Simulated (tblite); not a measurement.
## Run report: Si₃NH₇ClF, geometry relaxation (part 2 of 2)

The same run, continued: Si₃NH₇ClF; GFN2-xTB geometry optimisation, gas phase (tblite 0.8.0). 

Geometry of the input (Å):
```
Si -0.5550  -0.8333  -0.2885
Si -2.1996  0.6854  -0.2748
N  0.6872  -0.4136  0.8949
Si 2.1163  0.3504  0.1972
F  -1.1642  -2.3711  0.0819
Cl 0.3572  -0.9695  -2.1502
H  -2.4695  1.1753  1.0840
H  -1.8491  1.8225  -1.1403
H  -3.4856  0.0918  -0.7622
H  0.9380  -1.1725  1.5510
H  1.8046  1.6349  -0.4353
H  3.0565  0.6304  1.2959
H  2.7683  -0.5884  -0.7144
```

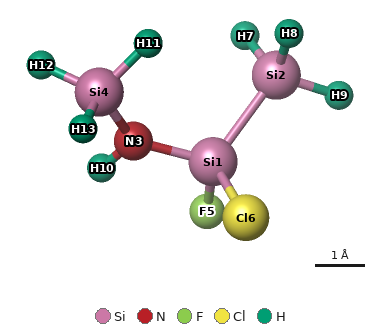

Figure 1. The geometry at step 108 of the log (ball-and-stick view, seen at a tilt; atoms are numbered from 1 in the order of the input).

Trajectory as extended XYZ, continued
```
13
Properties=species:S:1:pos:R:3:forces:R:3 step=66 energy=-574.49057
Si   -0.5700   -0.9063   -0.3903   -0.0100   0.0070   0.0150
Si   -2.1591    0.7523   -0.2808    0.0100   0.0000   0.0030
N     0.8497   -0.6455    0.5558   -0.0230   0.0440  -0.0460
Si    2.1870    0.4231    0.2651   -0.0040   0.0080  -0.0130
F    -1.1962   -2.2232    0.3222    0.0290  -0.0260  -0.0130
Cl   -0.0420   -1.5314   -2.2377   -0.0290  -0.0060  -0.0050
H    -2.3503    1.2057    1.0997    0.0040   0.0050   0.0190
H    -1.8154    1.9297   -1.0825    0.0310  -0.0100  -0.0170
H    -3.4601    0.2678   -0.7556    0.0040   0.0000  -0.0050
H     1.0108   -1.3461    1.2612    0.0060  -0.0270   0.0510
H     1.5986    1.6028   -0.3656   -0.0100   0.0260   0.0140
H     2.7744    0.6968    1.5761   -0.0190  -0.0120  -0.0050
H     3.1778   -0.1833   -0.6285    0.0110  -0.0100   0.0020
13
Properties=species:S:1:pos:R:3:forces:R:3 step=72 energy=-574.49338
Si   -0.5788   -0.9257   -0.3845    0.0100   0.0090  -0.0110
Si   -2.1462    0.7529   -0.2740    0.0200   0.0070   0.0030
N     0.8569   -0.6628    0.5360   -0.0140   0.0130   0.0140
Si    2.1771    0.4330    0.2641   -0.0100  -0.0040   0.0010
F    -1.1860   -2.2525    0.3254    0.0210  -0.0040   0.0060
Cl   -0.0951   -1.5449   -2.2476   -0.0100   0.0030   0.0160
H    -2.3456    1.2337    1.0970    0.0130  -0.0240   0.0040
H    -1.7608    1.9131   -1.0832    0.0030  -0.0090  -0.0160
H    -3.4483    0.2822   -0.7593   -0.0020   0.0160  -0.0030
H     1.0220   -1.3551    1.2502    0.0050  -0.0070   0.0060
H     1.5689    1.6135   -0.3460    0.0050   0.0100  -0.0170
H     2.7535    0.7147    1.5791   -0.0230  -0.0250  -0.0010
H     3.1877   -0.1598   -0.6182   -0.0170   0.0140  -0.0030
13
Properties=species:S:1:pos:R:3:forces:R:3 step=78 energy=-574.49552
Si   -0.5883   -0.9515   -0.3846    0.0160  -0.0170   0.0300
Si   -2.1038    0.7687   -0.2742   -0.0200  -0.0170  -0.0150
N     0.8591   -0.6880    0.5175    0.0140  -0.0020  -0.0160
Si    2.1393    0.4613    0.2773   -0.0350   0.0190  -0.0150
F    -1.1957   -2.2580    0.3619    0.0030   0.0000   0.0140
Cl   -0.1684   -1.6363   -2.2389    0.0160   0.0030  -0.0220
H    -2.2909    1.2384    1.1013    0.0110   0.0050   0.0010
H    -1.6861    1.9121   -1.0904    0.0060   0.0080   0.0030
H    -3.4180    0.3371   -0.7658    0.0050   0.0170   0.0060
H     1.0889   -1.4380    1.1528   -0.0090   0.0150   0.0020
H     1.5001    1.6264   -0.3343    0.0060  -0.0240   0.0020
H     2.6782    0.7510    1.6048   -0.0020  -0.0120   0.0270
H     3.1909   -0.0810   -0.5883   -0.0120   0.0030  -0.0160
13
Properties=species:S:1:pos:R:3:forces:R:3 step=84 energy=-574.49643
Si   -0.5880   -0.9631   -0.3781   -0.0070  -0.0110  -0.0050
Si   -2.0932    0.7683   -0.2752   -0.0040  -0.0010   0.0000
N     0.8637   -0.6990    0.5145   -0.0070   0.0020  -0.0140
Si    2.1272    0.4680    0.2786   -0.0070  -0.0060   0.0020
F    -1.1869   -2.2699    0.3746   -0.0040   0.0030  -0.0030
Cl   -0.1794   -1.6367   -2.2416    0.0100  -0.0010   0.0150
H    -2.2784    1.2477    1.0980    0.0130  -0.0030  -0.0090
H    -1.6597    1.9056   -1.0931    0.0050   0.0000   0.0070
H    -3.4123    0.3577   -0.7694    0.0000   0.0020   0.0030
H     1.1015   -1.4473    1.1481   -0.0080  -0.0010   0.0080
H     1.4728    1.6212   -0.3356   -0.0020   0.0100   0.0080
H     2.6580    0.7497    1.6123    0.0030   0.0020  -0.0050
H     3.1799   -0.0599   -0.5941    0.0060   0.0050  -0.0070
13
Properties=species:S:1:pos:R:3:forces:R:3 step=90 energy=-574.49676
Si   -0.5912   -0.9691   -0.3805   -0.0110   0.0070  -0.0060
Si   -2.0923    0.7652   -0.2774    0.0160   0.0090   0.0040
N     0.8617   -0.7002    0.5078    0.0070  -0.0120   0.0160
Si    2.1230    0.4698    0.2771    0.0190   0.0020   0.0110
F    -1.1890   -2.2720    0.3792   -0.0030  -0.0020  -0.0080
Cl   -0.1778   -1.6432   -2.2412    0.0060  -0.0130  -0.0020
H    -2.2666    1.2449    1.0964    0.0020  -0.0020   0.0070
H    -1.6524    1.9038   -1.0897    0.0000  -0.0030  -0.0040
H    -3.4146    0.3631   -0.7674   -0.0100  -0.0010  -0.0030
H     1.0966   -1.4437    1.1489   -0.0070   0.0140  -0.0050
H     1.4753    1.6300   -0.3312   -0.0120  -0.0010   0.0070
H     2.6530    0.7455    1.6132   -0.0020  -0.0010  -0.0140
H     3.1795   -0.0520   -0.5958   -0.0060   0.0030  -0.0030
13
Properties=species:S:1:pos:R:3:forces:R:3 step=96 energy=-574.49724
Si   -0.5930   -0.9761   -0.3827    0.0200   0.0010   0.0040
Si   -2.0821    0.7685   -0.2792   -0.0060  -0.0070  -0.0040
N     0.8579   -0.7044    0.5097   -0.0040   0.0140  -0.0090
Si    2.1124    0.4729    0.2783   -0.0170   0.0030  -0.0180
F    -1.1901   -2.2780    0.3791   -0.0140   0.0000  -0.0050
Cl   -0.1660   -1.6631   -2.2356   -0.0050  -0.0060  -0.0090
H    -2.2445    1.2456    1.0971   -0.0040   0.0010   0.0030
H    -1.6336    1.9039   -1.0911   -0.0010  -0.0010  -0.0050
H    -3.4113    0.3800   -0.7666    0.0180   0.0040   0.0090
H     1.0985   -1.4515    1.1430    0.0030  -0.0100   0.0180
H     1.4456    1.6298   -0.3166    0.0020   0.0010  -0.0010
H     2.6468    0.7521    1.6099    0.0140  -0.0070   0.0150
H     3.1649   -0.0374   -0.6063   -0.0070   0.0080   0.0030
13
Properties=species:S:1:pos:R:3:forces:R:3 step=102 energy=-574.49770
Si   -0.5896   -0.9808   -0.3856   -0.0040  -0.0100  -0.0040
Si   -2.0763    0.7657   -0.2796    0.0030   0.0000   0.0000
N     0.8512   -0.7014    0.5195    0.0010  -0.0050   0.0080
Si    2.1042    0.4747    0.2748    0.0060  -0.0030   0.0130
F    -1.1960   -2.2846    0.3660    0.0030   0.0080  -0.0030
Cl   -0.1440   -1.6635   -2.2362   -0.0080   0.0000   0.0050
H    -2.2333    1.2430    1.0978    0.0010   0.0020  -0.0060
H    -1.6259    1.8973   -1.0955   -0.0010   0.0060  -0.0020
H    -3.4086    0.3861   -0.7613    0.0000  -0.0080   0.0000
H     1.0851   -1.4369    1.1695   -0.0020   0.0070  -0.0060
H     1.4348    1.6367   -0.3074    0.0010  -0.0020   0.0040
H     2.6595    0.7402    1.6016    0.0020  -0.0010  -0.0010
H     3.1441   -0.0341   -0.6245   -0.0010   0.0060  -0.0100
13
Properties=species:S:1:pos:R:3:forces:R:3 step=108 energy=-574.49784
Si   -0.5888   -0.9845   -0.3886   -0.0090   0.0140   0.0030
Si   -2.0709    0.7662   -0.2816    0.0080   0.0070   0.0000
N     0.8518   -0.7040    0.5174   -0.0030   0.0030  -0.0090
Si    2.1019    0.4762    0.2776    0.0020   0.0040   0.0050
F    -1.2001   -2.2828    0.3675    0.0030  -0.0030   0.0060
Cl   -0.1507   -1.6775   -2.2363    0.0010   0.0010  -0.0010
H    -2.2253    1.2443    1.0959    0.0020   0.0000  -0.0050
H    -1.6205    1.8992   -1.0963   -0.0030  -0.0040  -0.0010
H    -3.4050    0.3882   -0.7595   -0.0020  -0.0070  -0.0030
H     1.0859   -1.4397    1.1662    0.0050  -0.0110   0.0080
H     1.4271    1.6374   -0.2995   -0.0020   0.0070   0.0050
H     2.6577    0.7388    1.6048    0.0010  -0.0060  -0.0030
H     3.1424   -0.0196   -0.6285   -0.0020  -0.0030  -0.0030
13
Properties=species:S:1:pos:R:3:forces:R:3 step=114 energy=-574.49801
Si   -0.5888   -0.9820   -0.3875    0.0160  -0.0090   0.0000
Si   -2.0701    0.7678   -0.2852   -0.0110  -0.0060  -0.0030
N     0.8494   -0.7021    0.5222    0.0070  -0.0020   0.0080
Si    2.1015    0.4755    0.2789   -0.0050  -0.0060  -0.0160
F    -1.1975   -2.2835    0.3653   -0.0050   0.0010   0.0070
Cl   -0.1455   -1.6733   -2.2348    0.0010   0.0030   0.0000
H    -2.2225    1.2466    1.0915   -0.0040   0.0080   0.0060
H    -1.6235    1.9006   -1.1017   -0.0050  -0.0040  -0.0060
H    -3.4028    0.3783   -0.7592    0.0030   0.0080  -0.0020
H     1.0795   -1.4347    1.1768   -0.0010   0.0050  -0.0120
H     1.4251    1.6413   -0.2884    0.0030   0.0030   0.0120
H     2.6697    0.7274    1.6023    0.0030  -0.0030   0.0020
H     3.1307   -0.0195   -0.6412   -0.0040   0.0030   0.0050
13
Properties=species:S:1:pos:R:3:forces:R:3 step=120 energy=-574.49846
Si   -0.5856   -0.9889   -0.3854   -0.0250  -0.0060   0.0010
Si   -2.0579    0.7690   -0.2926   -0.0020   0.0070   0.0050
N     0.8516   -0.7102    0.5243   -0.0030  -0.0050   0.0000
Si    2.0901    0.4806    0.2826    0.0130   0.0070   0.0260
F    -1.2030   -2.2795    0.3799    0.0010   0.0010  -0.0070
Cl   -0.1518   -1.6929   -2.2302    0.0060  -0.0020   0.0070
H    -2.2003    1.2652    1.0802   -0.0120  -0.0080  -0.0130
H    -1.6163    1.8955   -1.1203    0.0060  -0.0050  -0.0110
H    -3.3896    0.3770   -0.7657   -0.0120   0.0080   0.0110
H     1.0878   -1.4484    1.1699    0.0130   0.0050  -0.0060
H     1.3969    1.6576   -0.2388    0.0000   0.0020   0.0000
H     2.6799    0.7042    1.6021    0.0070  -0.0050  -0.0040
H     3.1036    0.0129   -0.6668    0.0090   0.0010  -0.0110
13
Properties=species:S:1:pos:R:3:forces:R:3 step=126 energy=-574.49973
Si   -0.5903   -1.0062   -0.3727    0.0330   0.0390   0.0100
Si   -2.0306    0.7775   -0.3194   -0.0140  -0.0110  -0.0220
N     0.8561   -0.7262    0.5236   -0.0060   0.0170   0.0120
Si    2.0680    0.4973    0.3053   -0.0190  -0.0030  -0.0370
F    -1.2307   -2.2703    0.4154    0.0160  -0.0080  -0.0010
Cl   -0.1615   -1.7517   -2.2018   -0.0020  -0.0180  -0.0150
H    -2.1612    1.3072    1.0397    0.0000   0.0210   0.0140
H    -1.5944    1.8721   -1.1922    0.0150  -0.0120   0.0090
H    -3.3696    0.3825   -0.7652   -0.0410   0.0040  -0.0020
H     1.1308   -1.4839    1.1293   -0.0090  -0.0300   0.0090
H     1.3347    1.7012   -0.0868    0.0080  -0.0070  -0.0020
H     2.7293    0.6328    1.6009    0.0150  -0.0110   0.0120
H     3.0247    0.1099   -0.7369    0.0030   0.0190   0.0120
13
Properties=species:S:1:pos:R:3:forces:R:3 step=132 energy=-574.50125
Si   -0.5866   -1.0000   -0.3672    0.0120  -0.0350  -0.0340
Si   -2.0405    0.7726   -0.3333   -0.0330   0.0120   0.0100
N     0.8541   -0.7202    0.5368    0.0090  -0.0130   0.0210
Si    2.0701    0.4974    0.3096    0.0220   0.0100   0.0090
F    -1.2242   -2.2670    0.4197    0.0090   0.0000  -0.0040
Cl   -0.1500   -1.7546   -2.1962   -0.0090   0.0100   0.0350
H    -2.1628    1.3296    1.0171    0.0010   0.0020   0.0000
H    -1.5991    1.8537   -1.2193    0.0010  -0.0020  -0.0110
H    -3.3872    0.3755   -0.7615    0.0140   0.0070   0.0020
H     1.1280   -1.4815    1.1403   -0.0210   0.0090  -0.0190
H     1.3368    1.7189   -0.0257    0.0120  -0.0150   0.0010
H     2.7725    0.5814    1.5907   -0.0050  -0.0030  -0.0300
H     2.9942    0.1363   -0.7719   -0.0130   0.0180   0.0210
13
Properties=species:S:1:pos:R:3:forces:R:3 step=138 energy=-574.50198
Si   -0.5865   -1.0080   -0.3622   -0.0150   0.0110   0.0160
Si   -2.0301    0.7752   -0.3473    0.0000   0.0040   0.0030
N     0.8564   -0.7274    0.5389   -0.0090   0.0120  -0.0180
Si    2.0582    0.5066    0.3223   -0.0020  -0.0090   0.0100
F    -1.2298   -2.2640    0.4374    0.0020  -0.0060   0.0060
Cl   -0.1594   -1.7890   -2.1778    0.0070  -0.0080  -0.0270
H    -2.1405    1.3585    0.9925    0.0020   0.0010   0.0050
H    -1.5847    1.8352   -1.2570    0.0000  -0.0020  -0.0070
H    -3.3814    0.3824   -0.7617    0.0020  -0.0010  -0.0010
H     1.1437   -1.5034    1.1155    0.0080  -0.0070   0.0130
H     1.3085    1.7350    0.0595    0.0010  -0.0030   0.0000
H     2.8012    0.5392    1.5807    0.0050   0.0020  -0.0030
H     2.9495    0.2021   -0.8016    0.0000   0.0040   0.0020
13
Properties=species:S:1:pos:R:3:forces:R:3 step=144 energy=-574.50224
Si   -0.5885   -1.0115   -0.3579    0.0010  -0.0030  -0.0030
Si   -2.0265    0.7760   -0.3575    0.0040  -0.0030  -0.0010
N     0.8544   -0.7282    0.5423    0.0030   0.0000  -0.0010
Si    2.0529    0.5095    0.3302    0.0000   0.0030  -0.0040
F    -1.2303   -2.2651    0.4469    0.0000   0.0020   0.0000
Cl   -0.1569   -1.8009   -2.1713   -0.0030   0.0030   0.0000
H    -2.1289    1.3796    0.9741    0.0040   0.0000   0.0000
H    -1.5815    1.8179   -1.2877   -0.0010   0.0040  -0.0030
H    -3.3798    0.3794   -0.7603   -0.0070   0.0000   0.0000
H     1.1444   -1.5047    1.1174    0.0020  -0.0030   0.0040
H     1.3007    1.7479    0.1255    0.0010  -0.0040   0.0030
H     2.8336    0.4996    1.5656    0.0000   0.0030   0.0020
H     2.9118    0.2427   -0.8282   -0.0040  -0.0020   0.0030
```

Summary

| quantity | value |
| --- | --- |
| outcome | converged |
| total energy | −574.5022 eV |
| hardware | 1 CPU thread, shared host |
| wall time | 3.6 s |
| peak memory | 0.18 GiB |
